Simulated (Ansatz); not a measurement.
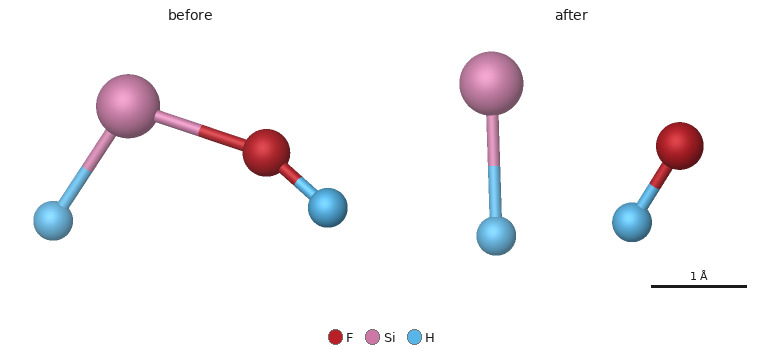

The structure of SiH2F (multiplicity 2) before (left) and after (right) a relaxation, at one scale.

The picture is a ball-and-stick view, seen from a free direction.

It is one of the separated reactants of a reaction.

Theory: UKS PBE-D4/def2-SVP in Ansatz. Settings: force threshold 0.03 eV/Å; at most 250 steps.

Q: Summarise the run.

A: The largest move after the best rigid fit is that of an H atom, 0.89 Å. Largest moves by element: H 0.89 Å, F 0.38 Å, Si 0.31 Å. Near-neighbour distances that change, for instance: F–Si 1.604 → 2.200 Å, H–Si 2.470 → 2.132 Å, H–Si 1.490 → 1.604 Å, F–H 0.910 → 0.973 Å. Bonds break: F–Si (1.60 → 2.20 Å). Over 12 accepted moves (14 points after the start) the energy falls by 48.6 kcal/mol. Largest force component: 7.7 eV/Å at the start, 0.022 eV/Å at the end. The line search rejected the trial steps at points 11, 13 of the run.
